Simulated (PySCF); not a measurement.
# BClO (boron chloride oxide): CCSDT/STO-3G

Aim: the energy change on altering one bond length of BClO (boron chloride oxide) at CCSDT/STO-3G, from 2 runs. 

The results are computed with PySCF 2.14.0.

14 further runs of the same task are left out: 4 that didn't finish, 10 set aside as unsound or not needed.

### Step 1. Starting point

BClO: 3 atoms, total charge 0, spin state singlet. SMILES: `O=BCl`. Geometry: relaxed at GFN2-xTB.

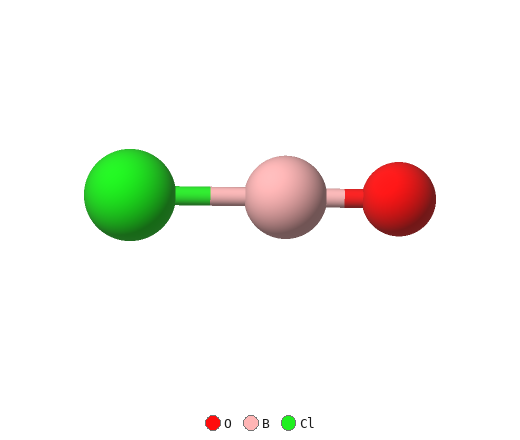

Viewed from a chosen angle; oxygen red, boron pink, chlorine green.

### Step 2. The energy at CCSDT/STO-3G

File job.py:

```python
from pyscf import gto, scf, cc

mol = gto.M(
    atom='''
O    1.019560   0.606200   0.626990
B    0.113080   0.066620   0.069470
Cl  -1.132640  -0.672810  -0.696460
''',
    verbose=3,
    spin=0,
    basis='sto-3g',
    max_memory=1860,
)

mf = scf.RHF(mol)
mf.conv_tol = 1e-10
mf.kernel()
if not mf.converged:
    mf = mf.newton().run(mf.mo_coeff, mf.mo_occ)

mycc = cc.CCSDT(mf, frozen=7)
mycc.kernel()
etot = mycc.e_tot
print('Final energy', etot)
```

Launch:

```sh
OMP_NUM_THREADS=1 python job.py
```

Standard output:

```text
converged SCF energy = -552.862726915859
_make_eris_incore_RCCSDT

WARN: A large `blksize` is being used, which may cause large memory consumption
      for storing contraction intermediates. If memory is sufficient, consider using
      `pyscf.cc.rccsdt_highm.RCCSDT` instead.

RCCSDT converged
E(RCCSDT) = -553.0040009558576   E_corr = -0.1412740399986229
E_corr(same-spin) = -0.027593407843985
E_corr(oppo-spin) = -0.113680632154638
Final energy -553.0040009558576
```

It took 1.2 s on 1 thread of Arm Neoverse V1, shared host; peak memory 0.1 GiB.

### Step 3. The distorted shape, same level

File calc.py:

```python
from pyscf import gto, cc

molecule = gto.Mole()
molecule.atom = [
    ('O', (1.268705, 0.754087, 0.780177)),
    ('B', (0.362225, 0.214507, 0.222657)),
    ('Cl', (-1.132640, -0.672810, -0.696460)),
]
molecule.basis = 'sto-3g'
molecule.verbose = 3
molecule.charge = 0
molecule.max_memory = 1860
molecule.build()

calc0 = molecule.RHF()
calc0.conv_tol = 1e-10
calc0.kernel()
if not calc0.converged:
    calc0 = calc0.newton().run(calc0.mo_coeff, calc0.mo_occ)

mycc = cc.CCSDT(calc0, frozen=7)
mycc.kernel()
e_final = mycc.e_tot
print('E(%s) = %.9f' % ('CCSDT', e_final))
```

Launch:

```sh
OMP_NUM_THREADS=1 python calc.py
```

Standard output:

```text
converged SCF energy = -552.842376771419
_make_eris_incore_RCCSDT

WARN: A large `blksize` is being used, which may cause large memory consumption
      for storing contraction intermediates. If memory is sufficient, consider using
      `pyscf.cc.rccsdt_highm.RCCSDT` instead.

RCCSDT converged
E(RCCSDT) = -552.9939556720445   E_corr = -0.1515789006251664
E_corr(same-spin) = -0.0261907458198555
E_corr(oppo-spin) = -0.125388154805311
E(CCSDT) = -552.993955672
```

Run time: 1.5 s. Hardware: 1 thread of Arm Neoverse V1, shared host; peak memory 0.11 GiB.

### Step 4. Summary of results

At CCSDT/STO-3G, 7 core orbitals frozen:

| quantity | value |
| --- | --- |
| first shape: total energy | -553.00400 Eh |
| first shape: dipole moment (Hartree–Fock density) | 0.54 D |
| first shape: HOMO energy (Hartree–Fock orbitals) | -11.25 eV |
| first shape: LUMO energy (Hartree–Fock orbitals) | 9.32 eV |
| first shape: HOMO–LUMO gap (Hartree–Fock orbitals) | 20.57 eV |
| first shape: correlation energy (7 core orbitals frozen) | -141.3 mEh |
| first shape: T1 diagnostic | 0.014 |
| distorted shape: total energy | -552.99396 Eh |
| distorted shape: dipole moment (Hartree–Fock density) | 0.22 D |
| distorted shape: HOMO energy (Hartree–Fock orbitals) | -11.30 eV |
| distorted shape: LUMO energy (Hartree–Fock orbitals) | 6.22 eV |
| distorted shape: HOMO–LUMO gap (Hartree–Fock orbitals) | 17.52 eV |
| distorted shape: correlation energy (7 core orbitals frozen) | -151.6 mEh |
| distorted shape: T1 diagnostic | 0.015 |
| energy change with the B2–Cl3 bond stretched from 1.639 to 1.966 Å | 0.273 eV |

**Reading.** With the B2–Cl3 bond stretched from 1.639 to 1.966 Å the energy rises by 0.27 eV (26.4 kJ/mol). The first shape isn't relaxed at this level, so the change isn't measured from a minimum. The minimal basis adds a large error of its own. Mulliken charges (first shape) of the mean-field density run from -0.27 on O1 to +0.41 on B2; they depend strongly on the basis.
